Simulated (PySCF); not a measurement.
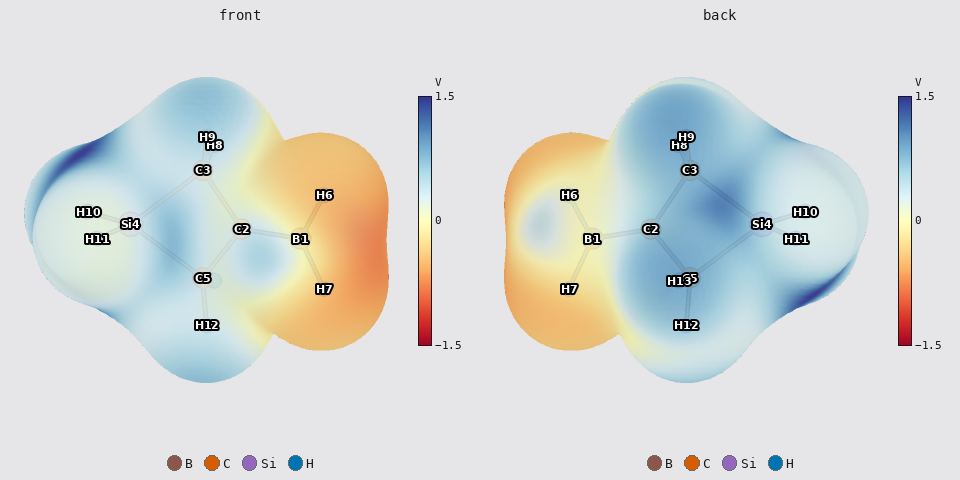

Figure 1: C3H8BSi (SMILES B[C]1C[SiH2]C1) (doublet). The electrostatic potential painted on the density surface at 0.002 e/bohr³, seen from the front and from behind; red is negative and blue positive.

Geometry: GFN2-xTB.

All numbers below come from PySCF 2.14.0, density-fitted response routines, UKS B3LYP, pcH-1 on B C H Si, non-relativistic, mean-field spin-orbit, GIAO.

The calculation's input:

```
{"job": {"kind": "epr", "basis": "pcH-1"}, "charge": 0, "multiplicity": 2}
B      2.083644    -0.239412     0.176335
C      0.631497    -0.035068    -0.142515
C     -0.186761     1.214335    -0.016972
Si    -1.702831     0.098956     0.351754
C     -0.412120    -1.062037    -0.461797
H      2.752122     0.676224     0.483143
H      2.561208    -1.308478     0.085500
H     -0.299158     1.725520    -0.975998
H      0.203266     1.941607     0.692232
H     -2.955482     0.358378    -0.357014
H     -1.902986    -0.161165     1.774196
H     -0.193137    -2.060371    -0.089497
H     -0.583651    -1.148002    -1.537096
```

Launched as:

```sh
OMP_NUM_THREADS=1 python probes_run.py task.json out
```

Where is the surface potential most negative and most positive?

Answer. The most negative region (about −0.8 V, or −18 kcal/mol for a unit charge) lies over H7, the most positive (about +1.5 V, or +35 kcal/mol for a unit charge) over Si4.
